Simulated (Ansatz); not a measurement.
**Al3F3H6 (triplet): density, localisation and related maps**

Input

```
basis:
  gaussian: {orbitals: def2-SVPD}
crystal:
  periodic: [false, false, false]
  atoms:
    - symbol: Al
      position_ang: [2.108581, -0.041628, 0.318959]
    - symbol: Al
      position_ang: [-1.129668, 1.265903, 1.065354]
    - symbol: Al
      position_ang: [-0.715506, -1.673366, -0.895077]
    - symbol: F
      position_ang: [0.701471, 0.942532, 0.907227]
    - symbol: F
      position_ang: [-1.358333, -0.245153, 0.034001]
    - symbol: F
      position_ang: [1.012816, -1.226596, -0.534624]
    - symbol: H
      position_ang: [2.857723, 0.790606, -0.791794]
    - symbol: H
      position_ang: [2.733329, -0.789419, 1.559469]
    - symbol: H
      position_ang: [-1.160989, 2.673735, 0.146909]
    - symbol: H
      position_ang: [-2.534993, 2.000318, 0.200247]
    - symbol: H
      position_ang: [-0.969101, -1.397469, -2.426709]
    - symbol: H
      position_ang: [-1.054231, -2.972096, -0.067231]
magnetization: {spin_polarized: true, initial_magnetization: 2}
hamiltonian: {xc: {name: PBE0}}
output: {forces: true, orbitals: {seedname: orbitals}}
```

Run with:

```sh
ansatz run input.yaml --threads 2 --pin off --max-ram 4350MiB --events-out events.jsonl --progress --plain --runs-dir runs
```

Geometry: r2SCAN-D4/def2-SVP.

The calculation used isolated molecule in a Gaussian basis; Kohn-Sham density functional theory, functional PBE0 (Ansatz 0.2.0).

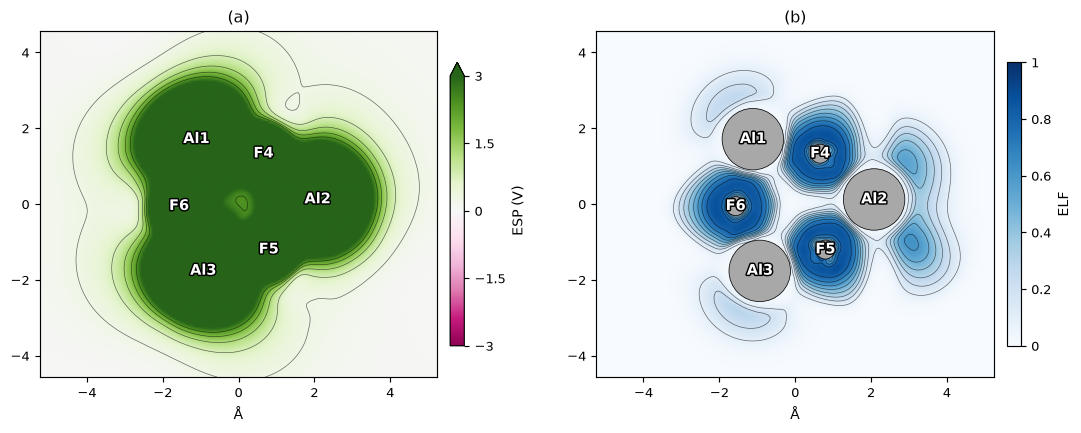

Figure 1. (a) molecular electrostatic potential; (b) electron localisation function on the plane of atoms Al1, F4 and Al2. Grey discs cover the atomic cores in the ELF map.

Describe what can be read from this map.

Answer.
- The plane passes through Al and F nuclei.
- Al–F (1.82 Å): the ELF peaks at about 0.85 in the valence shell of F, 0.6 Å from its nucleus, and is about 0.30 at the midpoint.
- Al–F (1.87 Å): the ELF peaks at about 0.85 in the valence shell of F, 0.6 Å from its nucleus, and is about 0.25 at the midpoint.
- The ELF also peaks beside F5, F6 and F4, away from the bonds: non-bonding electrons, paired or unpaired.
- The potential has no marked negative region in this plane.

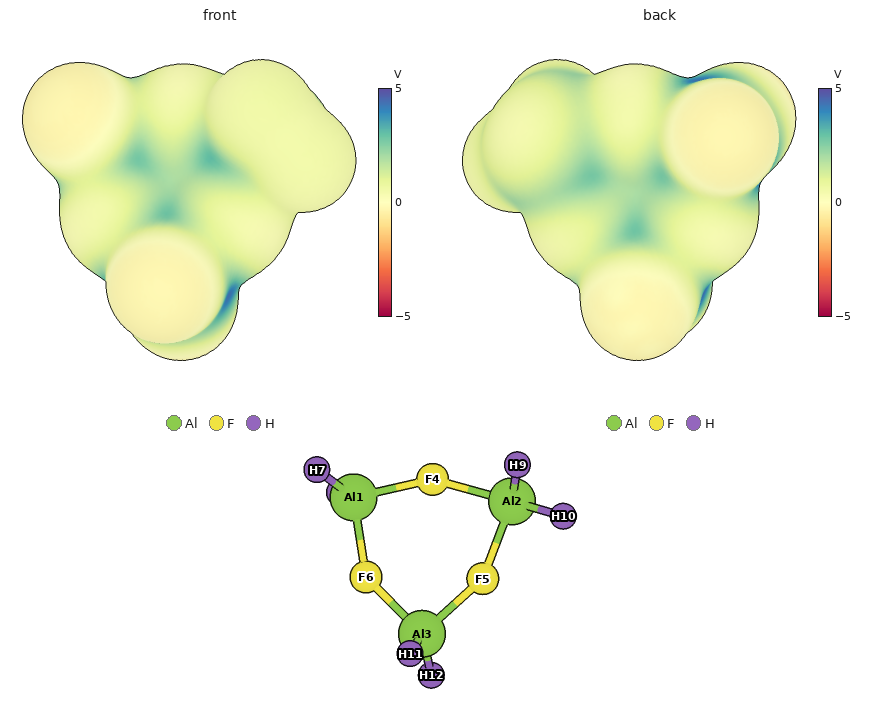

Figure 2. The molecular electrostatic potential painted on the density surface at 0.004 e/bohr³, seen from the front and from behind; the colour scale runs from red (negative) to blue (positive). The bare structure is drawn below in the same view.

Which sites attract a positive test charge, and which a negative one?

Answer. A positive charge is drawn to the negative regions and a negative charge to the positive ones. The most negative region (about −0.3 V) lies over H7, H8, H11 and H12, the most positive (about +4.1 V) over Al1 and Al3.

What dipole moment does the calculation give?

Answer. Its dipole moment is 0.54 D.

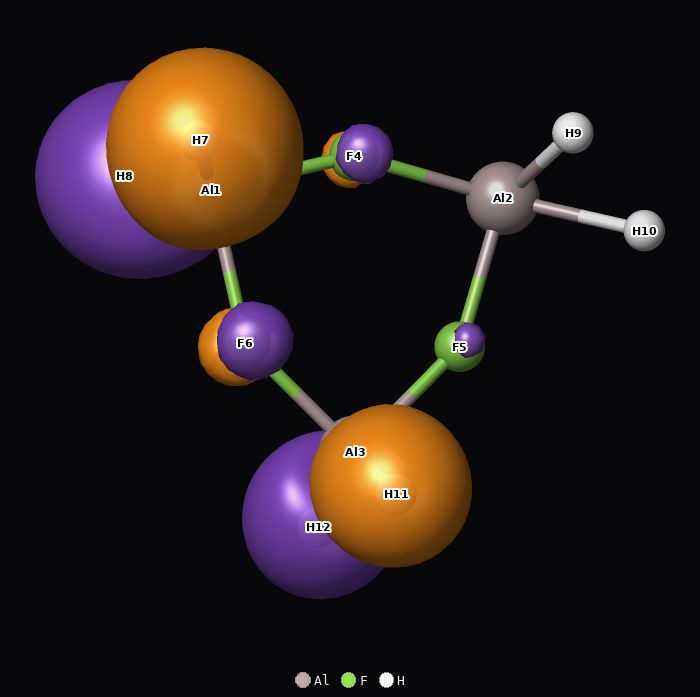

Figure 3. One frontier orbital at ±0.1 Å⁻³ᐟ² (orange and purple are the two phases), seen across its widest extent.

Which orbital is it: HOMO (β) or LUMO (β)?

Answer. The HOMO (β), at −8.51 eV. By Hirshfeld shares it lies mainly on Al1 (about 25 %), H8 (about 20 %), H7 (about 20 %), Al3 (about 10 %), H12 (about 10 %) and H11 (about 10 %).
